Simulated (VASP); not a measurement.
Band structure of Pt (space group P6_3/mmc). Computed with r2SCAN meta-GGA, VASP's PBE PAW potentials (set 64) (plane waves; VASP).

Unless said otherwise, spin-orbit coupling is left out, though it shifts the bands of the heavy elements here.

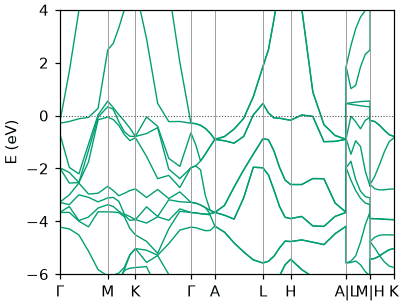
*Bands along high-symmetry lines, zero at the valence-band maximum or, without a gap, the Fermi level*

Q: Read the plot: is there a gap, and where are the band edges?

A: It has no gap at this level: it comes out as a metal or semimetal.

The structure comes from a computed database's Pt entry (P6_3/mmc); how it stands against other phases isn't given here. It was relaxed first.
